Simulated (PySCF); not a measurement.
## Electronic structure of C5H9AlFN in real space

Input file:

```
{"job": {"kind": "uv", "xc": "CAM-B3LYP", "basis": "def2-SVPD", "nstates": 8, "ntriplets": 3}, "charge": 0, "multiplicity": 1}
C     -2.526809    -1.124058     0.723486
C     -1.710596    -1.085446    -0.327518
Al    -0.667227     0.548412    -0.791921
C     -1.148509     2.355516    -0.107976
F      0.146044     0.430127    -2.249766
N      1.009881     0.122938     0.328022
C      2.019195    -0.408372     0.210835
C      3.274662    -1.067354     0.076573
H     -3.121883    -1.990448     0.991921
H     -2.640548    -0.270125     1.374553
H     -1.667858    -1.998673    -0.927597
H     -1.894563     2.861507    -0.728063
H     -1.567518     2.314270     0.899406
H     -0.290895     3.033893    -0.059480
H      3.252934    -2.014145     0.615233
H      3.456004    -1.257422    -0.981388
H      4.070688    -0.438588     0.474180
```

Command:

```sh
OMP_NUM_THREADS=1 python probes_run.py task.json out
```

Geometry: GFN2-xTB.

These are results of CAM-B3LYP/def2-SVPD, SCF density, gas phase in PySCF, not measurements.

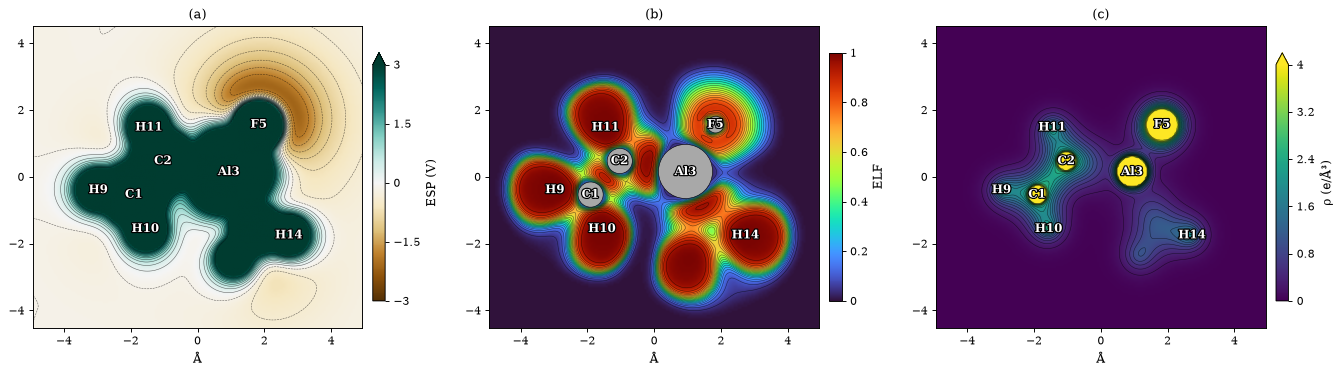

Figure 1. (a) molecular electrostatic potential; (b) ELF; (c) total electron density on the plane of atoms Al3, C2 and H11. Grey discs cover the atomic cores in the ELF map.

What do the fields say about this system?

The section cuts through C, Al, F and H sites. C–C (1.33 Å): the density is about 2.3 e/Å³ at the midpoint; the ELF peaks at about 0.95 between the atoms (a short, multiple covalent bond). Al–F (1.67 Å): ρ at the midpoint is about 0.77 e/Å³; the ELF peaks at about 0.85 in the valence shell of F, 0.5 Å from its nucleus, and is about 0.25 at the midpoint. C–Al (1.99 Å): ρ is about 0.7 e/Å³ halfway; the ELF peaks at about 1 between the atoms, as expected for a polar covalent bond. C–H (1.08 Å): the density is about 2 e/Å³ at the midpoint; the ELF climbs to about 1 towards the hydrogen, as it does in any bond to H (an ordinary covalent bond to hydrogen). The ELF also peaks beside F5, away from the bonds: lone-pair regions. Outside the dense part of the molecule the potential is most negative (−2.1 V) near F5.

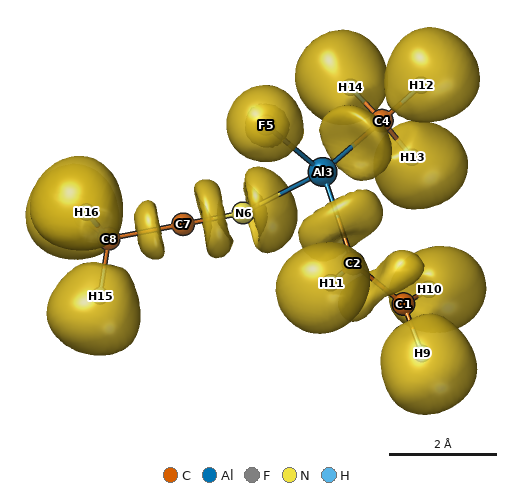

Figure 2. Isosurface of the ELF at 0.8 (yellow), seen at an oblique angle. Core shells and regions of very low density are left out.

Where are the electrons localised?

The surface consists of two regions between bonded Al–C atoms (shared pairs), two regions between bonded C–C atoms (shared pairs), one region between bonded C–N atoms (shared pairs), nine regions around hydrogen nuclei, one region wrapped around F (its valence shell) and one region wrapped around N (its valence shell).


C–N (1.15 Å): the ELF peaks at about 0.85 between the atoms (a short, multiple covalent bond).

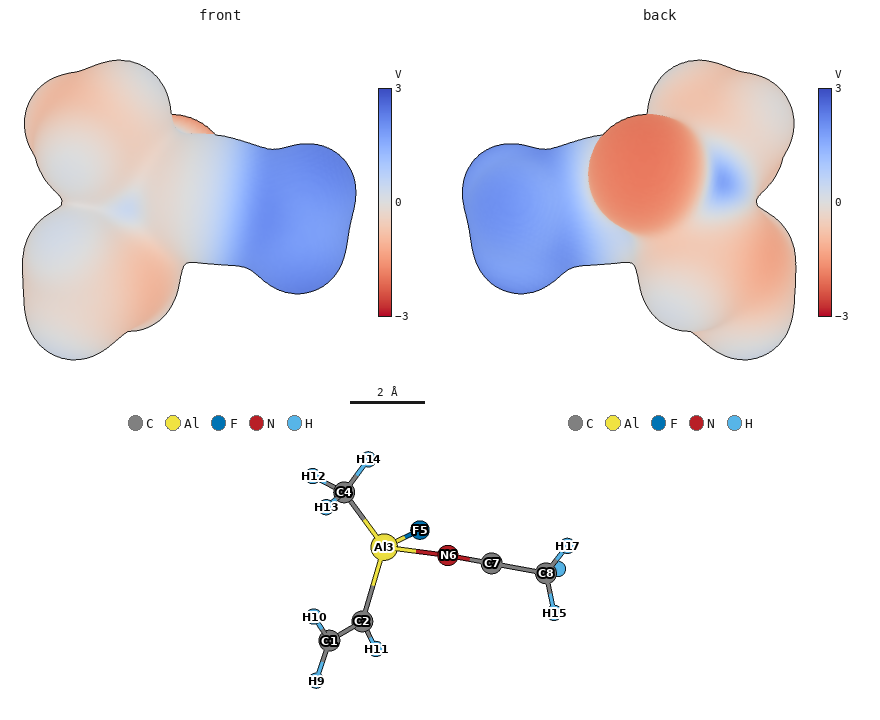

Figure 3. The electrostatic potential painted on the density surface at 0.002 e/bohr³, seen from the front and from behind; the colour scale runs from red (negative) to blue (positive). The bare structure is drawn below in the same view.

Which sites attract a positive test charge, and which a negative one?

A positive charge is drawn to the negative regions and a negative charge to the positive ones. The most negative region (about −1.9 V) lies over F5, the most positive (about +2.1 V) over H15 and H17.

What dipole moment does the calculation give?

Its dipole moment is 7.20 D.
